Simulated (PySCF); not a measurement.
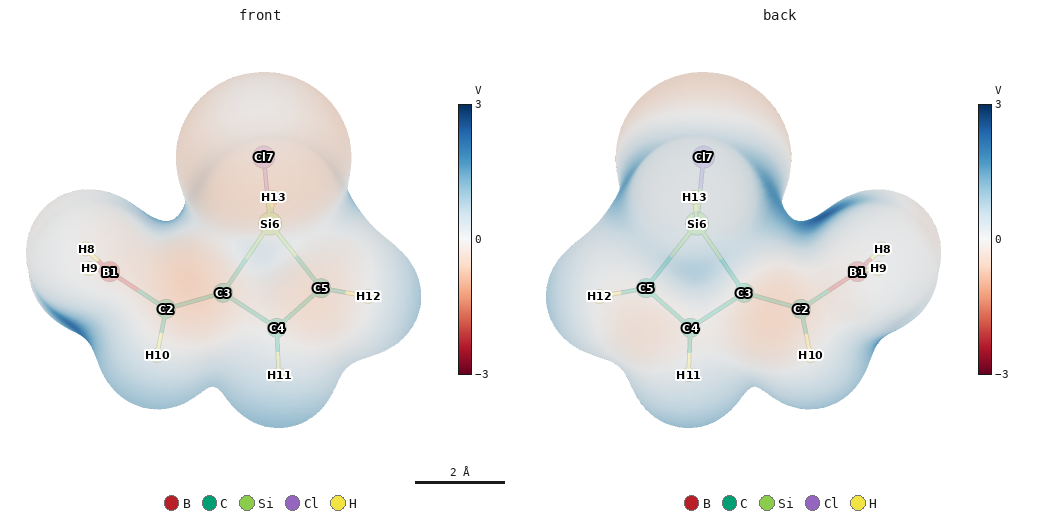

The picture shows: C4H6BClSi. The electrostatic potential painted on the density surface at 0.002 e/bohr³, seen from the front and from behind; the colour scale runs from red (negative) to blue (positive).

Geometry: GFN2-xTB.

The calculation used CAM-B3LYP/pcSseg-1, SCF density, gas phase, non-relativistic in PySCF 2.14.0.

```xyz
13

B     2.4484    0.4225   -0.4954
C     1.2904   -0.5674   -0.2713
C     0.0122   -0.3392    0.0297
C    -1.0952   -1.2749    0.2339
C    -2.1555   -0.4812    0.4741
Si   -1.1611    1.1304    0.3525
Cl   -1.5550    2.3793   -1.1824
H     2.6808    0.8236   -1.5701
H     3.1424    0.7277    0.3969
H     1.5846   -1.6130   -0.3888
H    -1.0388   -2.3517    0.1927
H    -3.1677   -0.7903    0.6722
H    -0.9856    1.9342    1.5563
```

Question: Describe the electrostatic potential map.

Answer: The most negative region (about −0.6 V) lies over the π face of C2 and C3, the most positive (about +2.3 V) over B1.
